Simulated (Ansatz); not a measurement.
## Cl₂F₂: a changed input and its effect

System: Cl₂F₂.
Method of the first run: RKS SPW92 (LDA)/def2-SVPD (Ansatz 0.2.0).

Text and figures count atoms from 1; the logs count them from 0 in places.

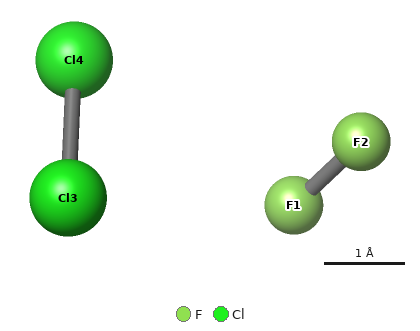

**Figure 1.** The input geometry (ball-and-stick view, seen at a tilt; atoms are numbered from 1 in the order of the input). Bond lengths as drawn: Cl–Cl 2.03 Å and F–F 1.38 Å.

Input, the first run:
```yaml
crystal:
  periodic: [false, false, false]
  atoms:
    - { symbol: F, position_ang: [-0.522196, -0.569583, -1.826818] }
    - { symbol: F, position_ang: [0.151896, 0.560952, -2.255853] }
    - { symbol: Cl, position_ang: [0.655169, -0.621017, 1.509139] }
    - { symbol: Cl, position_ang: [-0.826466, 0.755979, 1.355724] }
basis:
  gaussian: { orbitals: def2-SVPD }
hamiltonian:
  xc: lda
output:
  forces: true
```

Command:
```bash
ansatz run input.yaml --threads 1 --pin off --max-ram 2560MiB --backend cpu --events-out ev --progress --plain --runs-dir out
```

Hardware: 1 thread of Arm Neoverse N1, 98 GiB of memory available, shared host.

Output (the first run):
```
Engine: ansatz 0.2.0, aarch64-unknown-linux-gnu
Functional definition: SPW92
  exchange = slater_x
  correlation = pw_c
922 factors; their error is unknown
mean field evaluation 1: about -30345.7957 eV, gradient 1.6e1 eV
mean field evaluation 2: about -30346.0205 eV, gradient 9.9e0 eV
mean field evaluation 4: about -30346.1755 eV, gradient 7.2e-1 eV
mean field evaluation 8: about -30346.1367 eV, gradient 7.5e-2 eV
mean field -30346.13668638 eV, -1115.1999538742 hartree, gradient 3.5e-5 eV, S^2 0.000000; 0 other end points of the search recorded, 0 dependent functions left out
the calculation of the forces begins
reference -30346.13673644 eV, -1115.1999557140 hartree; 26, 26 occupied and 74, 74 virtual orbitals, 922 factors
Total energy: -30346.13673644 eV, -1115.1999557140 hartree
Atom 0 at    -0.522196    -0.569583    -1.826818 Å, force    -0.003620    -0.008605     0.049133 eV/Å
Atom 1 at     0.151896     0.560952    -2.255853 Å, force     0.006120     0.014658     0.021006 eV/Å
Atom 2 at     0.655169    -0.621017     1.509139 Å, force     0.014399    -0.018861    -0.029614 eV/Å
Atom 3 at    -0.826466     0.755979     1.355724 Å, force    -0.016899     0.012807    -0.040526 eV/Å
Dipole moment:     0.000133     0.000184     0.000947 e Å
```

The input of the second run differs as follows (lines with − go, lines with + come):
```diff
-    - { symbol: F, position_ang: [-0.522196, -0.569583, -1.826818] }
-    - { symbol: F, position_ang: [0.151896, 0.560952, -2.255853] }
+    - { symbol: F, position_ang: [-0.576771, -0.567199, -1.981452] }
+    - { symbol: F, position_ang: [0.548108, 0.145825, -2.35937] }
```

What does this change do to the results?

With the same method and basis, the second run lies 0.23 kcal/mol higher.

Output (the second run):
```
Engine: ansatz 0.2.0, aarch64-unknown-linux-gnu
Functional definition: SPW92
  exchange = slater_x
  correlation = pw_c
922 factors; their error is unknown
mean field evaluation 1: about -30345.7864 eV, gradient 1.6e1 eV
mean field evaluation 2: about -30346.0110 eV, gradient 9.9e0 eV
mean field evaluation 4: about -30346.1666 eV, gradient 7.2e-1 eV
mean field evaluation 8: about -30346.1266 eV, gradient 5.3e-2 eV
mean field -30346.12664081 eV, -1115.1995847064 hartree, gradient 3.3e-5 eV, S^2 0.000000; 0 other end points of the search recorded, 0 dependent functions left out
the calculation of the forces begins
reference -30346.12669141 eV, -1115.1995865658 hartree; 26, 26 occupied and 74, 74 virtual orbitals, 922 factors
Total energy: -30346.12669141 eV, -1115.1995865658 hartree
Atom 0 at    -0.576771    -0.567199    -1.981452 Å, force    -0.011621    -0.002443     0.044601 eV/Å
Atom 1 at     0.548108     0.145825    -2.359370 Å, force     0.013072     0.009365     0.018622 eV/Å
Atom 2 at     0.655169    -0.621017     1.509139 Å, force     0.018292    -0.020283    -0.029502 eV/Å
Atom 3 at    -0.826466     0.755979     1.355724 Å, force    -0.019744     0.013360    -0.033721 eV/Å
Dipole moment:     0.000342     0.000334     0.002201 e Å
```

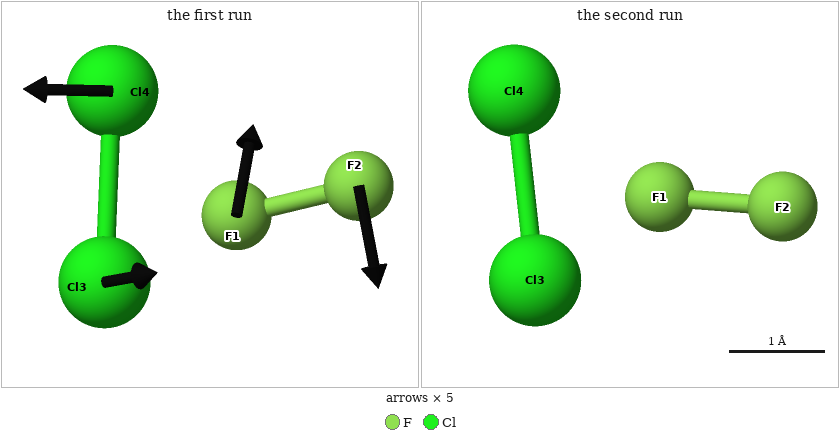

**Figure 2.** The two input geometries at one scale (ball-and-stick view, seen at a tilt). The black arrows on the first give the shifts of the atoms after the best rigid fit, magnified 5 times. The largest moves after the best rigid fit, 0.22 Å, are those of F1 and F2. By element the largest moves are F 0.22 Å, Cl 0.19 Å.

The two runs side by side:

| quantity | the first run | the second run |
| --- | --- | --- |
| outcome | converged | converged |
| total energy (hartree) | −1115.199956 | −1115.199587 |
| largest force (eV/Å) | 0.050 | 0.046 |
| basis functions | 100 | 100 |
| wall time (shared host) | 2 s | 1.9 s |
